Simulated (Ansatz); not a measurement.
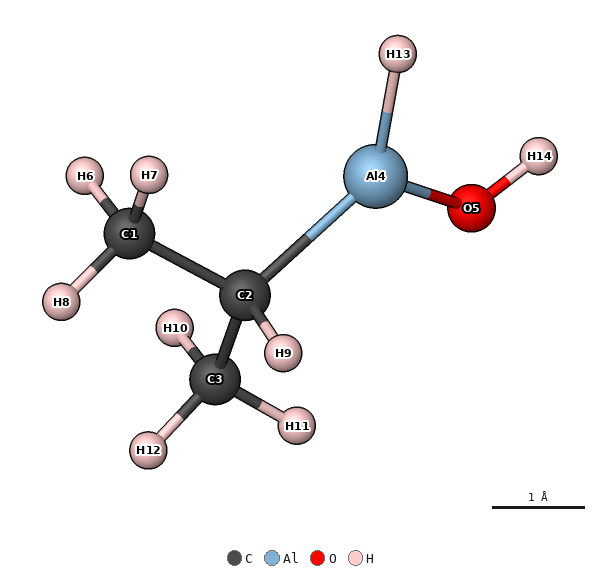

Fig. 1: The structure as given in the input (ball-and-stick view, seen at a tilt; atoms are numbered from 1 in the order of the input). Sticks mark near contacts.

**What a change does: single-point calculation on C3H9AlO**

System: C3H9AlO.
Method of run 1: RKS SPW92/def2-TZVPP (Ansatz 0.2.0).

The geometry comes from this level: PBE0-D4/def2-TZVP. Text and figures count atoms from 1; the logs count them from 0 in places.

**The input, run 1**
```yaml
crystal:
  periodic: [false, false, false]
  atoms:
    - {symbol: C, position_ang: [-1.186162, 0.221076, 1.212272]}
    - {symbol: C, position_ang: [0.152635, 0.205326, 0.473224]}
    - {symbol: C, position_ang: [0.817912, -1.167980, 0.543753]}
    - {symbol: Al, position_ang: [-0.001855, 0.901912, -1.352884]}
    - {symbol: O, position_ang: [1.029819, 0.242122, -2.533722]}
    - {symbol: H, position_ang: [-1.894850, -0.489713, 0.774059]}
    - {symbol: H, position_ang: [-1.662588, 1.205624, 1.192970]}
    - {symbol: H, position_ang: [-1.063658, -0.062946, 2.264210]}
    - {symbol: H, position_ang: [0.815259, 0.923097, 0.983579]}
    - {symbol: H, position_ang: [0.197828, -1.936234, 0.071075]}
    - {symbol: H, position_ang: [1.786071, -1.184012, 0.038084]}
    - {symbol: H, position_ang: [0.976242, -1.479851, 1.583290]}
    - {symbol: H, position_ang: [-1.013809, 2.054473, -1.778758]}
    - {symbol: H, position_ang: [1.034257, 0.538002, -3.442450]}
basis:
  gaussian: {orbitals: def2-TZVPP}
hamiltonian: {xc: lda}
output: {orbitals: {seedname: orbitals}}
```

Hardware: 4 CPU threads, shared host.

**Output (run 1)**
```
Functional definition: SPW92
  exchange = slater_x
  correlation = pw_c
1491 factors; their error is unknown
mean field evaluation 1: about -11806.0868 eV, gradient 1.1e2 eV
mean field evaluation 2: about -11695.1211 eV, gradient 2.3e2 eV
mean field evaluation 4: about -11829.5106 eV, gradient 2.9e1 eV
mean field evaluation 8: about -11831.1009 eV, gradient 1.6e-1 eV
mean field evaluation 16: about -11831.0712 eV, gradient 4.8e-4 eV
mean field -11831.07121458 eV, -434.7838477478 hartree, gradient 6.4e-5 eV, S^2 0.000000; 0 other end points of the search recorded, 0 dependent functions left out
reference -11831.07126318 eV, -434.7838495337 hartree; 24, 24 occupied and 268, 268 virtual orbitals, 1491 factors
Total energy: -11831.07126318 eV, -434.7838495337 hartree
```

For run 2 the input was changed thus:
```diff
-hamiltonian: {xc: lda}
+hamiltonian: {xc: {name: B97M-V}}
```

Predict how the results change.

The total energies belong to different methods, so their difference says nothing on which is more stable or more accurate. The HOMO goes from −6.04 to −6.31 eV. The LUMO goes from −1.58 to −1.22 eV.

**Output (run 2)**
```
Functional definition: B97M-V
  parameter cx00 = 1.000
  parameter cx01 = 1.308
  parameter cx02 = 1.901
  parameter cx10 = 0.416
  parameter cx11 = 3.070
  parameter css00 = 1.000
  parameter css02 = -1.855
  parameter css10 = -5.668
  parameter css32 = -20.497
  parameter css42 = -20.364
  parameter cos00 = 1.000
  parameter cos01 = 1.573
  parameter cos03 = -6.298
  parameter cos10 = 2.535
  parameter cos32 = -6.427
  parameter b = 6.0
  parameter c = 0.01
  gx(w, u) = cx00 + cx01*u + cx02*u^2 + (cx10 + cx11*u)*w
  gss(w, u) = css00 + css02*u^2 + css10*w + (css32*w^3 + css42*w^4)*u^2
  gos(w, u) = cos00 + cos01*u + cos03*u^3 + cos10*w + cos32*w^3*u^2
  exchange = spin_sum(e_x_unif_s*gx(b97_w, b97_u_x))
  correlation = spin_sum(e_c_pw_mod_same_spin*gss(b97_w, b97_u_same))
      + integral(e_c_pw_mod_opposite_spin*gos(b97_w_opposite, b97_u_opposite)) + vv10(b, c)
1491 factors; their error is unknown
mean field evaluation 1: about -11885.7686 eV, gradient 9.1e1 eV
mean field evaluation 2: about -11827.9571 eV, gradient 1.7e2 eV
mean field evaluation 4: about -11903.2025 eV, gradient 1.6e1 eV
mean field evaluation 8: about -11903.7171 eV, gradient 4.6e-1 eV
mean field evaluation 16: about -11903.6822 eV, gradient 3.0e-3 eV
mean field -11903.68219169 eV, -437.4522519390 hartree, gradient 3.8e-5 eV, S^2 0.000000; 0 other end points of the search recorded, 0 dependent functions left out
reference -11903.68226389 eV, -437.4522545923 hartree; 24, 24 occupied and 268, 268 virtual orbitals, 1491 factors
Total energy: -11903.68226389 eV, -437.4522545923 hartree
```

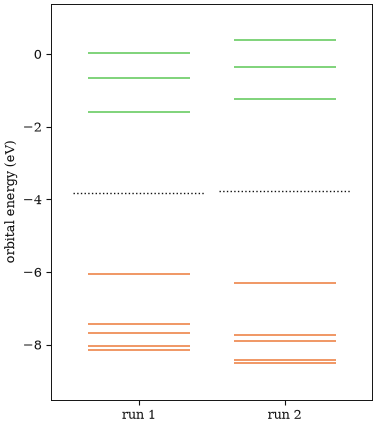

Fig. 2: The five highest filled and three lowest empty orbital energies of the two runs; the dotted lines part filled from empty levels. The HOMO–LUMO gap is 4.46 eV in run 1 and 5.09 eV in run 2.

**The two runs side by side**

```tsv
quantity	run 1	run 2
outcome	converged	converged
total energy (hartree)	−434.783850	−437.452255
HOMO (eV)	−6.04	−6.31
LUMO (eV)	−1.58	−1.22
basis functions	292	292
wall time (shared host)	1.3 s	8 s
```
